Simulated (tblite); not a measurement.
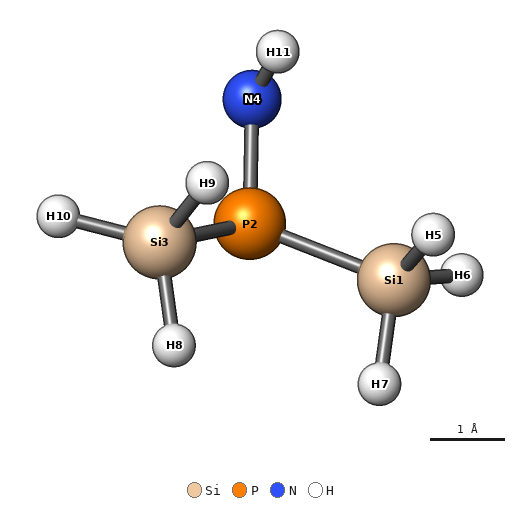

Figure 1. The starting structure (ball-and-stick view, seen at a tilt; atoms are numbered from 1 in the order of the input). Bond lengths as drawn: H–N 1.03 Å, H–Si 1.45 to 1.48 Å, N–P 1.78 Å and P–Si 2.17 to 2.24 Å.

## Geometry relaxation, with input and output: Si$_{2}$PNH$_{7}$ (part 1 of 2)

Si$_{2}$PNH$_{7}$, multiplicity 2, computed with GFN2-xTB geometry optimisation, gas phase (tblite 0.8.0).

**Input**
```
{"job": {"kind": "relax", "xc": "GFN2-xTB", "basis": "xTB"}, "charge": 0, "multiplicity": 2}
Si     1.646732    -0.749472    -0.135331
P      0.104332     0.612019    -0.826710
Si    -1.831277    -0.152426     0.000581
N      0.400980     2.299667    -0.333854
H      1.585974    -0.917347     1.338345
H      2.977936    -0.404650    -0.612478
H      1.286219    -2.076874    -0.679468
H     -1.845236    -1.572663    -0.380708
H     -1.693818    -0.089049     1.458180
H     -2.969774     0.592589    -0.493884
H      0.405603     2.440354     0.686370
```

The first line tells a small driver script what to run in tblite; the rest is the geometry in Å.

Run on 1 CPU thread, shared host.

Launched with:
```bash
OMP_NUM_THREADS=1 python <driver script> task.json out
```

**Log**
```
step      E/eV     max force
  0    -337.10492    4.390
  1    -337.51547    2.639
  2    -337.51130    4.923
  3    -337.67785    1.241
  4    -337.69858    0.630
  5    -337.71386    0.697
  6    -337.73819    1.442
  7    -337.74377    4.975
  8    -337.81965    2.666
  9    -337.88491    1.726
 10    -338.00091    1.131
 11    -338.03941    0.882
 12    -338.09706    0.989
 13    -338.13428    0.642
 14    -338.15171    0.746
 15    -338.16138    1.105
 16    -338.17830    0.668
 17    -338.20365    0.698
 18    -338.22549    0.641
 19    -338.24443    0.504
 20    -338.25782    0.331
 21    -338.26160    0.602
 22    -338.26808    0.330
 23    -338.27308    0.203
 24    -338.28275    0.208
 25    -338.28514    0.201
 26    -338.29171    0.223
 27    -338.29457    0.178
 28    -338.29691    0.203
 29    -338.29872    0.153
 30    -338.30051    0.126
 31    -338.30257    0.177
 32    -338.30575    0.203
 33    -338.30958    0.198
 34    -338.31278    0.160
 35    -338.31498    0.105
 36    -338.31651    0.122
 37    -338.31782    0.125
 38    -338.31908    0.091
 39    -338.31993    0.067
 40    -338.32042    0.096
 41    -338.32086    0.116
 42    -338.32142    0.111
 43    -338.32194    0.068
 44    -338.32223    0.041
 45    -338.32239    0.037
 46    -338.32256    0.048
 47    -338.32288    0.073
 48    -338.32346    0.087
 49    -338.32427    0.081
 50    -338.32492    0.062
 51    -338.32524    0.038
 52    -338.32543    0.053
 53    -338.32566    0.065
 54    -338.32604    0.073
 55    -338.32659    0.082
 56    -338.32713    0.059
 57    -338.32744    0.034
 58    -338.32755    0.023
 59    -338.32760    0.023
 60    -338.32768    0.030
 61    -338.32781    0.036
 62    -338.32801    0.038
 63    -338.32818    0.031
 64    -338.32827    0.020
 65    -338.32831    0.018
 66    -338.32835    0.022
 67    -338.32842    0.026
 68    -338.32850    0.028
 69    -338.32856    0.017
 70    -338.32858    0.009
 71    -338.32859    0.010
 72    -338.32861    0.013
 73    -338.32864    0.021
 74    -338.32870    0.028
 75    -338.32877    0.024
 76    -338.32880    0.015
 77    -338.32882    0.013
 78    -338.32885    0.013
 79    -338.32889    0.023
 80    -338.32896    0.029
 81    -338.32903    0.023
 82    -338.32906    0.012
 83    -338.32908    0.010
 84    -338.32909    0.010
 85    -338.32911    0.018
 86    -338.32917    0.027
 87    -338.32926    0.033
 88    -338.32937    0.032
 89    -338.32944    0.018
 90    -338.32948    0.019
 91    -338.32951    0.022
 92    -338.32957    0.030
 93    -338.32966    0.047
 94    -338.32980    0.053
 95    -338.32992    0.036
 96    -338.33000    0.021
 97    -338.33004    0.018
 98    -338.33007    0.024
 99    -338.33013    0.035
100    -338.33024    0.046
101    -338.33039    0.056
102    -338.33053    0.042
103    -338.33060    0.030
104    -338.33063    0.026
105    -338.33066    0.020
106    -338.33068    0.010
107    -338.33069    0.005
```

**Trajectory as extended XYZ (Å, eV, eV/Å), 28 frames, from step=0 to step=107**
```
11
Properties=species:S:1:pos:R:3:forces:R:3 step=0 energy=-337.10492
Si    1.6467   -0.7495   -0.1353    0.6490  -1.1850   0.6780
P     0.1043    0.6120   -0.8267   -0.1340   4.3840   0.1770
Si   -1.8313   -0.1524    0.0006    0.2650  -0.3760   0.3160
N     0.4010    2.2997   -0.3339   -0.4370  -3.4760  -0.4170
H     1.5860   -0.9173    1.3383    0.1500   0.1140  -0.1620
H     2.9779   -0.4046   -0.6125    0.0350   0.1940   0.0140
H     1.2862   -2.0769   -0.6795   -0.0230   0.2690  -0.0020
H    -1.8452   -1.5727   -0.3807   -0.0590   0.1690  -0.0350
H    -1.6938   -0.0890    1.4582   -0.1910   0.0320   0.1260
H    -2.9698    0.5926   -0.4939   -0.1080   0.1520  -0.0950
H     0.4056    2.4404    0.6864   -0.1450  -0.2780  -0.5990
11
Properties=species:S:1:pos:R:3:forces:R:3 step=4 energy=-337.69858
Si    1.6619   -0.7804   -0.1223    0.0170  -0.0270  -0.0760
P     0.0989    0.7278   -0.8243   -0.0570   0.2190   0.0180
Si   -1.8206   -0.1594    0.0076    0.0880   0.0340   0.0390
N     0.3988    2.1992   -0.3255    0.3310  -0.5320  -0.0680
H     1.5934   -0.9115    1.3380    0.0900   0.0880   0.0370
H     2.9807   -0.3956   -0.6102    0.0370   0.1040   0.0560
H     1.2821   -2.0709   -0.6831   -0.0950  -0.0310  -0.0980
H    -1.8475   -1.5671   -0.3838   -0.0250   0.0430  -0.0530
H    -1.7041   -0.0874    1.4670   -0.1490   0.0180   0.0980
H    -2.9700    0.5951   -0.4945    0.0520  -0.0300   0.0450
H     0.3941    2.4325    0.6520   -0.2900   0.1130   0.0020
11
Properties=species:S:1:pos:R:3:forces:R:3 step=8 energy=-337.81965
Si    1.6696   -0.7945   -0.1394   -0.1270   0.1220  -0.0220
P     0.0677    0.7440   -0.8413   -0.2790  -2.2390  -0.6790
Si   -1.7986   -0.1534    0.0226   -0.2240  -0.0610   0.2330
N     0.5127    2.1032   -0.3015    1.2160   1.9960   1.2830
H     1.6186   -0.8861    1.3424    0.0220   0.0620  -0.2940
H     2.9907   -0.3659   -0.5948   -0.0640   0.0320   0.0160
H     1.2566   -2.0765   -0.7095   -0.0030   0.0440  -0.0200
H    -1.8545   -1.5534   -0.3981    0.0120   0.0710   0.0000
H    -1.7467   -0.0825    1.4936   -0.0860  -0.0080  -0.0480
H    -2.9565    0.5878   -0.4821    0.0100  -0.0020   0.0390
H     0.3081    2.4594    0.6294   -0.4770  -0.0170  -0.5090
11
Properties=species:S:1:pos:R:3:forces:R:3 step=12 energy=-338.09706
Si    1.6574   -0.7916   -0.1691    0.0410   0.0090  -0.1250
P     0.0886    0.6954   -0.8739    0.4410   0.4630   0.7540
Si   -1.8024   -0.1498    0.0746    0.1190   0.1480  -0.2170
N     0.7295    2.0011   -0.1684   -0.3870  -0.7680  -0.0630
H     1.6588   -0.8433    1.3021   -0.1070  -0.0550  -0.0770
H     2.9796   -0.3198   -0.5715   -0.0610  -0.0300  -0.1320
H     1.2251   -2.0726   -0.7479    0.1140   0.0790   0.0620
H    -1.8592   -1.5219   -0.4183    0.0260  -0.0430   0.0630
H    -1.8216   -0.0761    1.5353    0.0420  -0.0190   0.0720
H    -2.9417    0.5858   -0.4608   -0.0880   0.1220  -0.0170
H     0.1536    2.4749    0.5191   -0.1400   0.0930  -0.3210
11
Properties=species:S:1:pos:R:3:forces:R:3 step=16 energy=-338.17830
Si    1.6694   -0.7987   -0.1861    0.1300  -0.0640   0.0740
P     0.1285    0.6891   -0.8117   -0.3120  -0.5420  -0.2350
Si   -1.7966   -0.1341    0.0723   -0.0990   0.0100   0.0460
N     0.7641    1.9336   -0.0791   -0.0420   0.3900   0.4690
H     1.6545   -0.8396    1.2750   -0.0490  -0.1000   0.1150
H     2.9723   -0.3094   -0.5878    0.1630   0.0190  -0.1970
H     1.2325   -2.0644   -0.7527    0.0510  -0.1930  -0.0790
H    -1.8561   -1.5143   -0.4134    0.0390   0.0670   0.0580
H    -1.8369   -0.0774    1.5473    0.0520  -0.0070  -0.1540
H    -2.9476    0.6038   -0.4570    0.0790   0.0760  -0.0030
H     0.0836    2.4938    0.4141   -0.0130   0.3440  -0.0940
11
Properties=species:S:1:pos:R:3:forces:R:3 step=20 energy=-338.25782
Si    1.7146   -0.8257   -0.1824   -0.0310  -0.0060   0.0080
P     0.1308    0.6474   -0.7563    0.0900   0.3160   0.0320
Si   -1.8181   -0.1188    0.0652   -0.0700  -0.0910   0.0240
N     0.7130    1.8962    0.0420   -0.0870   0.0250   0.0320
H     1.6326   -0.8757    1.2804    0.1450  -0.1100   0.0020
H     2.9979   -0.3090   -0.6605   -0.0880  -0.1030   0.0170
H     1.2704   -2.0976   -0.7651    0.1430   0.0100   0.0020
H    -1.8429   -1.5007   -0.3902   -0.0670  -0.0970  -0.0590
H    -1.8242   -0.0807    1.5249   -0.0260   0.0390   0.1400
H    -2.9416    0.6505   -0.4614    0.0040   0.0850  -0.0480
H     0.0352    2.5962    0.3245   -0.0150  -0.0670  -0.1520
11
Properties=species:S:1:pos:R:3:forces:R:3 step=24 energy=-338.28275
Si    1.7199   -0.8326   -0.1785   -0.1220   0.0870  -0.0320
P     0.1399    0.6688   -0.7301    0.0350  -0.0300   0.1410
Si   -1.8360   -0.1255    0.0706    0.0660   0.0170  -0.0140
N     0.6927    1.9020    0.1128   -0.1620  -0.0050  -0.1310
H     1.6590   -0.9164    1.2810    0.1410  -0.0760   0.0340
H     2.9924   -0.3304   -0.6884   -0.0010  -0.0440   0.0330
H     1.3175   -2.1103   -0.7719    0.0460  -0.0010  -0.0230
H    -1.8541   -1.5133   -0.3932   -0.0740   0.0760  -0.0070
H    -1.8278   -0.0741    1.5387   -0.0530   0.0100  -0.0440
H    -2.9342    0.6856   -0.4711    0.0950  -0.0510   0.0270
H    -0.0016    2.6283    0.2512    0.0290   0.0190   0.0170
11
Properties=species:S:1:pos:R:3:forces:R:3 step=28 energy=-338.29691
Si    1.7035   -0.8255   -0.1727    0.1520  -0.1210   0.0600
P     0.1303    0.6725   -0.7098    0.0050  -0.0690  -0.0230
Si   -1.8321   -0.1301    0.0742   -0.0220   0.0000   0.0200
N     0.6620    1.9199    0.1153    0.0430   0.0680  -0.0280
H     1.7125   -0.9596    1.2900    0.0610  -0.0200  -0.0590
H     2.9870   -0.3559   -0.6906   -0.0240   0.0290   0.0290
H     1.3535   -2.1155   -0.7799   -0.0500   0.0670  -0.0010
H    -1.8810   -1.5093   -0.4004   -0.0370   0.0120  -0.0110
H    -1.8411   -0.0672    1.5379   -0.0410  -0.0140   0.0290
H    -2.9088    0.6928   -0.4737   -0.0270   0.0270  -0.0220
H    -0.0182    2.6602    0.2306   -0.0600   0.0220   0.0070
11
Properties=species:S:1:pos:R:3:forces:R:3 step=32 energy=-338.30575
Si    1.7224   -0.8420   -0.1594   -0.0610   0.1250  -0.0560
P     0.1377    0.6599   -0.6946    0.0400   0.0220   0.1130
Si   -1.8340   -0.1297    0.0842   -0.0360   0.0260  -0.0200
N     0.6520    1.9398    0.0977   -0.0420  -0.0010  -0.0530
H     1.7725   -0.9916    1.2886    0.0220  -0.0510   0.1630
H     2.9860   -0.3559   -0.6802    0.1730   0.0820  -0.0680
H     1.3525   -2.1038   -0.7911   -0.0740  -0.0850  -0.0460
H    -1.9121   -1.5001   -0.4107   -0.0070  -0.0040   0.0150
H    -1.8694   -0.0678    1.5484   -0.0240  -0.0250   0.0060
H    -2.8980    0.7011   -0.4792   -0.0180   0.0420  -0.0060
H    -0.0419    2.6721    0.2174    0.0280  -0.1290  -0.0480
11
Properties=species:S:1:pos:R:3:forces:R:3 step=36 energy=-338.31651
Si    1.7534   -0.8501   -0.1489    0.0480   0.0170   0.0280
P     0.1515    0.6397   -0.6515   -0.1000  -0.0600  -0.0210
Si   -1.8476   -0.1223    0.0927   -0.0180   0.0020   0.0060
N     0.6421    1.9601    0.0792    0.0140   0.0210   0.0360
H     1.8451   -1.0409    1.3058    0.0020  -0.0250  -0.0760
H     3.0142   -0.3383   -0.6847   -0.0310  -0.0220   0.0010
H     1.3371   -2.0967   -0.8096    0.0370   0.0990   0.0620
H    -1.9486   -1.4877   -0.4166    0.0130   0.0270   0.0290
H    -1.9093   -0.0759    1.5603   -0.0260  -0.0160  -0.0570
H    -2.8920    0.7265   -0.4877    0.0290   0.0310   0.0220
H    -0.0783    2.6676    0.1821    0.0320  -0.0740  -0.0310
11
Properties=species:S:1:pos:R:3:forces:R:3 step=40 energy=-338.32042
Si    1.7711   -0.8456   -0.1412   -0.0120   0.0230   0.0030
P     0.1487    0.6248   -0.6263    0.0380   0.0130  -0.0410
Si   -1.8591   -0.1177    0.0963   -0.0090   0.0030   0.0000
N     0.6360    1.9610    0.0821   -0.0320  -0.0870  -0.0280
H     1.8812   -1.0731    1.3018    0.0110  -0.0010   0.0200
H     3.0224   -0.3359   -0.6920    0.0100   0.0200  -0.0120
H     1.3438   -2.0784   -0.8077    0.0150  -0.0080   0.0020
H    -1.9637   -1.4789   -0.4137    0.0010  -0.0250  -0.0070
H    -1.9337   -0.0821    1.5586   -0.0330  -0.0040   0.0400
H    -2.8829    0.7497   -0.4881    0.0000   0.0450   0.0010
H    -0.0962    2.6583    0.1513    0.0110   0.0200   0.0200
11
Properties=species:S:1:pos:R:3:forces:R:3 step=44 energy=-338.32223
Si    1.7781   -0.8394   -0.1365    0.0020  -0.0100  -0.0190
P     0.1456    0.6149   -0.6355   -0.0030   0.0000   0.0200
Si   -1.8654   -0.1164    0.0987   -0.0100  -0.0160   0.0050
N     0.6304    1.9495    0.0744    0.0080  -0.0110  -0.0050
H     1.8975   -1.0829    1.3041    0.0020   0.0270   0.0060
H     3.0274   -0.3288   -0.6943   -0.0110   0.0190   0.0050
H     1.3486   -2.0701   -0.8041    0.0220  -0.0340  -0.0070
H    -1.9692   -1.4797   -0.4137   -0.0140   0.0250   0.0070
H    -1.9529   -0.0863    1.5641   -0.0130   0.0000  -0.0270
H    -2.8776    0.7680   -0.4861    0.0170   0.0050   0.0140
H    -0.0949    2.6533    0.1499    0.0000  -0.0060   0.0020
11
Properties=species:S:1:pos:R:3:forces:R:3 step=48 energy=-338.32346
Si    1.7821   -0.8416   -0.1404    0.0010  -0.0320   0.0310
P     0.1426    0.6053   -0.6345   -0.0160  -0.0390  -0.0030
Si   -1.8704   -0.1172    0.1011    0.0260   0.0540  -0.0190
N     0.6320    1.9390    0.0707   -0.0220   0.0810   0.0230
H     1.9063   -1.0739    1.3046   -0.0080   0.0210  -0.0440
H     3.0264   -0.3146   -0.6937   -0.0100   0.0080  -0.0080
H     1.3600   -2.0786   -0.8052    0.0380  -0.0010   0.0110
H    -1.9785   -1.4738   -0.4129   -0.0280  -0.0650  -0.0320
H    -1.9710   -0.0891    1.5611   -0.0020  -0.0020   0.0610
H    -2.8688    0.7816   -0.4792   -0.0220   0.0250  -0.0170
H    -0.0930    2.6452    0.1494    0.0440  -0.0500  -0.0030
```
